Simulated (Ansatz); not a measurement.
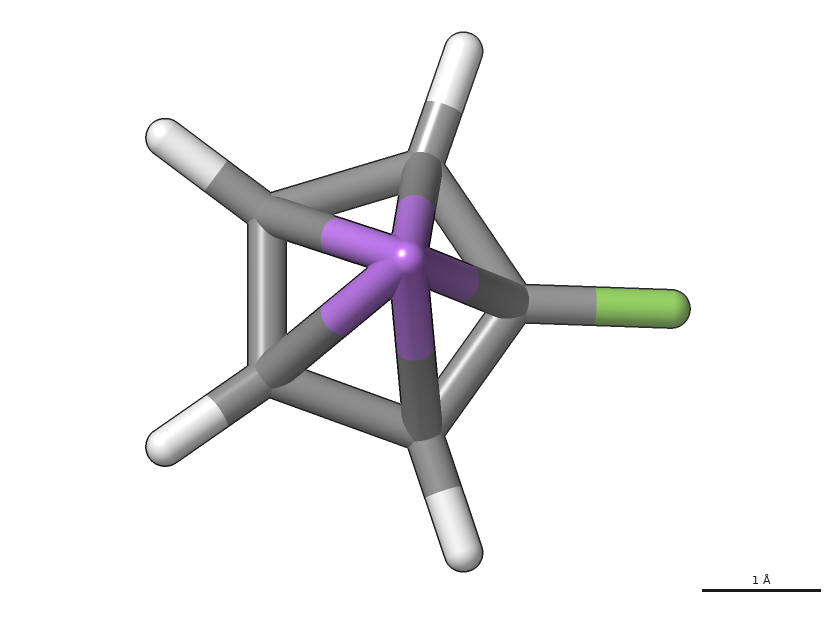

Stick drawing of a structure. Every bond is drawn as one stick, whatever its order. Colours: fluorine green, carbon grey, lithium purple, hydrogen white.

The computed structure is the end point of a PBE0-D4/def2-TZVP optimisation.

> Give the formula.

C5H4FLi, 11 atoms: 5 carbon, 4 hydrogen, 1 fluorine and 1 lithium.

> Count the bonded pairs by element.

5 C–C, 5 C–Li, 4 C–H, 1 C–F.

> Name functional groups in it.

Among them: C–F bond.

The parts below concern this one geometry. Atoms keep their numbers from picture to picture.

### Symmetry

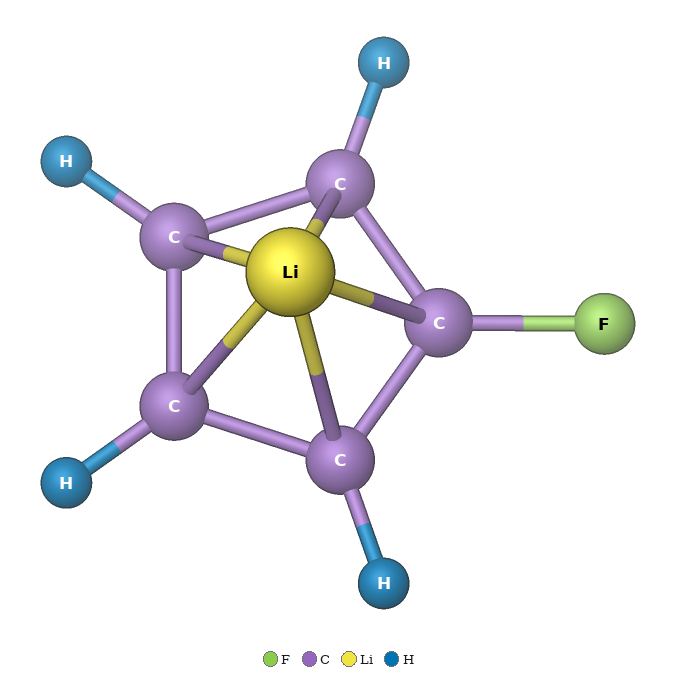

Atoms fade into the background with distance from the viewer.

> List the symmetry elements and name the point group.

It has 1 mirror plane, so the point group is Cs. The group has 2 operations. The geometry is achiral, and symmetry allows a dipole moment.

### Electronic properties

Method: RKS PBE0-D4/def2-SVP (Ansatz 0.2.0).

> Estimate the HOMO–LUMO gap.

5.18 eV.

> What is the HOMO energy (Kohn–Sham orbital)?

−5.93 eV.

> What is the dispersion correction?

−18.0 kJ/mol.

### Charges

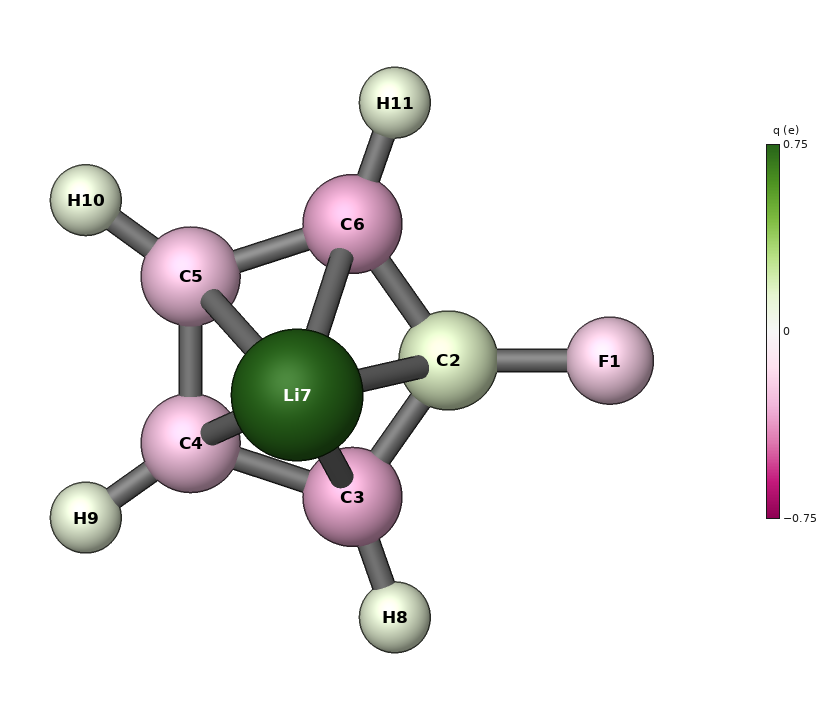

Atoms are coloured by their Mulliken charges. Properties computed with RKS PBE0-D4/def2-TZVP (Ansatz 0.2.0).

> Which atom carries the highest charge (most positive or least negative)?

Li7 (0.75 e).

> And the lowest?

C3, C6 (−0.33 e).

List the Mulliken charges.

| atom | value (e) |
| --- | --- |
| F1 | −0.21 |
| C2 | 0.17 |
| C3 | −0.33 |
| C4 | −0.26 |
| C5 | −0.26 |
| C6 | −0.33 |
| Li7 | 0.75 |
| H8 | 0.12 |
| H9 | 0.11 |
| H10 | 0.11 |
| H11 | 0.12 |

### Thermal motion

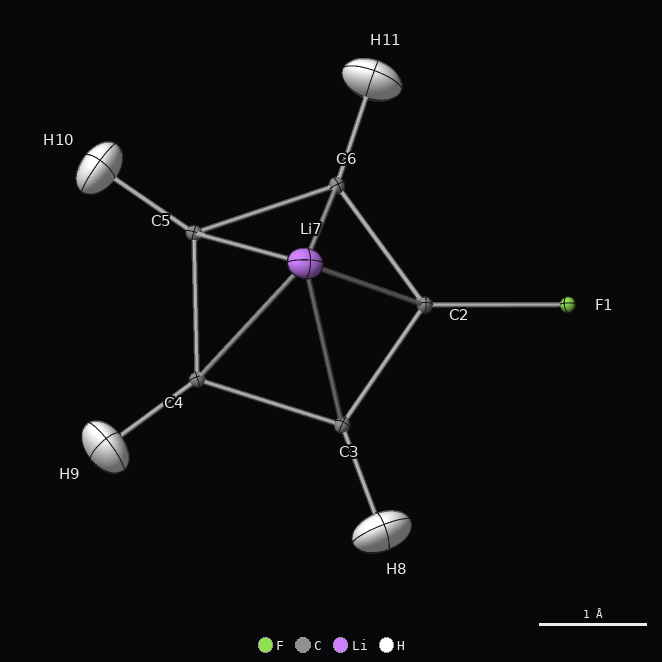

Displacement ellipsoids at the 50 % level, enlarged 1.5 times, from the internal vibrations of the free molecule (harmonic, no overall translation or rotation; no half-axis is drawn under 0.075 Å). Vibrations computed with RKS PBE0-D4/def2-TZVP (Ansatz 0.2.0). Temperature: 100 K.

List U_eq and the three principal root-mean-square amplitudes for each kind of atom.

```csv
atom,U_eq (Å²),rms amplitudes (Å)
F1,0.00097,"0.030, 0.030, 0.033"
C2,0.0015,"0.031, 0.035, 0.047"
"C3, C6",0.0014,"0.032, 0.036, 0.042"
"C4, C5",0.0012,"0.029, 0.035, 0.038"
Li7,0.0045,"0.061, 0.063, 0.076"
"H8, H11",0.0142,"0.077, 0.126, 0.144"
"H9, H10",0.0138,"0.077, 0.121, 0.144"
```

Mulliken values depend strongly on the basis set and can even reverse the polarity of a bond.
